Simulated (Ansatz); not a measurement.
## Electronic structure of Cl$_{2}$F$_{2}$Zr···H$_{2}$ in real space

The calculation's input:

```
crystal:
  periodic: [false, false, false]
  atoms:
    - { symbol: Zr, position_ang: [0.0, 0.0, 0.0] }
    - { symbol: F, position_ang: [0.0, 0.0, 2.33] }
    - { symbol: Cl, position_ang: [2.3764, 0.0, -0.8392] }
    - { symbol: F, position_ang: [-0.9326, 1.6157, -0.6593] }
    - { symbol: Cl, position_ang: [-1.1869, -2.0563, -0.8392] }
    - { symbol: H, position_ang: [1.1221, -1.704, 0.6779] }
    - { symbol: H, position_ang: [0.8157, -1.2386, 1.7078] }
basis:
  gaussian: { orbitals: def2-SVP }
hamiltonian:
  xc: pbe0
relax:
  f_tol: 0.15
  max_steps: 25
  restrain:
    - { distance: [0, 5], at: 3.05, k: 30.0 }
    - { distance: [6, 1], at: 2.12, k: 30.0 }
    - { distance: [0, 1], at: 1.98, k: 30.0 }
    - { distance: [6, 5], at: 0.66, k: 30.0 }
output:
  orbitals: {}
```

Run with:

```sh
ansatz run input.yaml --threads 2 --pin off --max-ram 3072MiB --backend cpu --events-out ev --progress --plain --runs-dir out
```

The fields are those of the run's last geometry, not of the input's.

Core potentials replace the inner electrons of Zr; not at a stationary point (largest force 1.8 eV/Å).

Computed with RKS PBE0/def2-SVP (Ansatz).

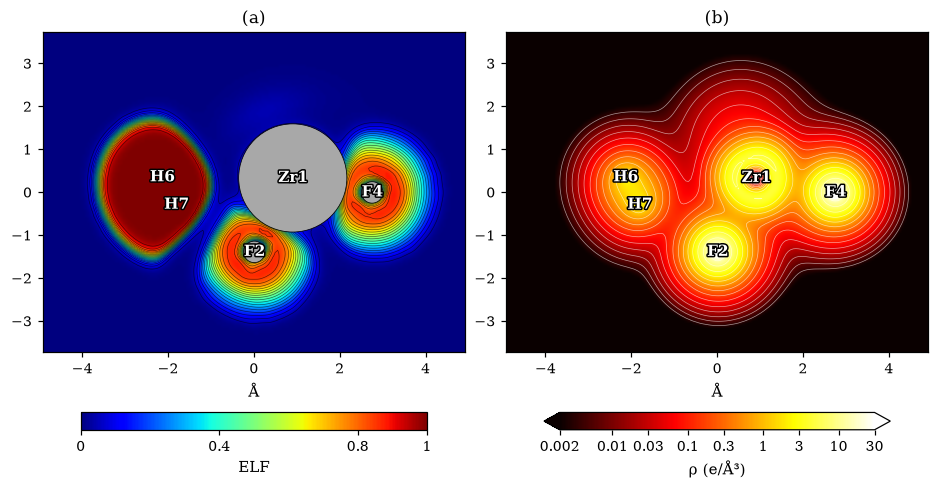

Figure 1. (a) electron localisation function; (b) electron density on the plane of atoms F2, Zr1 and F4. Grey discs cover the atomic cores in the ELF map.

> Read the bonding off the picture.

The plane passes through Zr, F and H nuclei.
Zr1···H7 (2.79 Å): the density falls to about 0.07 e/Å³ on the way; the ELF dips to about 0 between them.
Zr–F (1.88 Å): ρ at the midpoint is about 0.99 e/Å³; the ELF peaks at about 0.85 in the valence shell of F, 0.5 Å from its nucleus, and drops to about 0.20 between the two atoms.
H–H (0.72 Å): ρ at the midpoint is about 1.8 e/Å³; the ELF peaks at about 1 between the atoms: a covalent bond by its length.
Zr–F (1.94 Å): ρ is about 0.86 e/Å³ halfway; the ELF peaks at about 0.85 in the valence shell of F, 0.6 Å from its nucleus, and drops to about 0.20 between the two atoms.

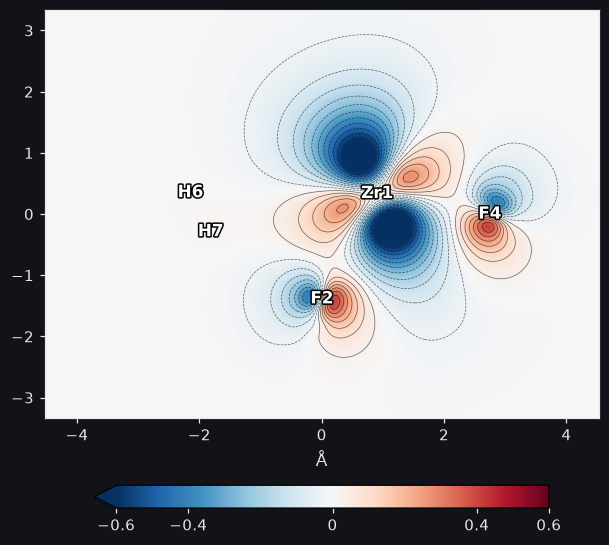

Figure 2. One frontier orbital on the plane of atoms F2, Zr1 and F4 (values in Å⁻³ᐟ²; the overall sign is arbitrary).

> Which orbital is it: HOMO or LUMO?

The LUMO, at −2.23 eV. It lies mainly on Zr1 (about 70 %), Cl5 (about 10 %) and Cl3 (about 10 %).

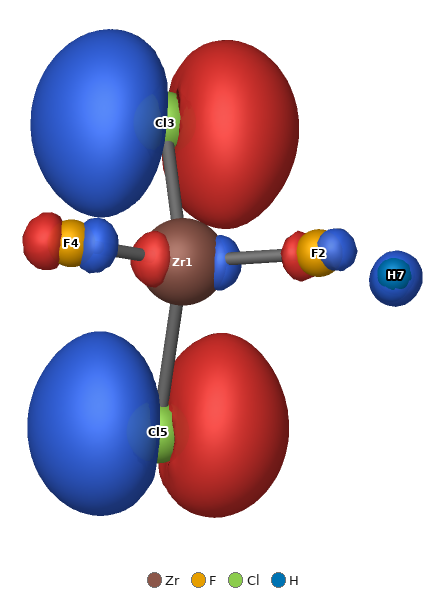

Figure 3. The HOMO−1 at ±0.1 Å⁻³ᐟ² (blue and red are the two phases), seen at a tilt.

> What is the character of this orbital?

By Hirshfeld shares it lies mainly on Cl3 (about 45 %), Cl5 (about 40 %) and Zr1 (about 10 %); largely a combination of lone pairs on Cl3 and Cl5. Its energy is −9.98 eV.
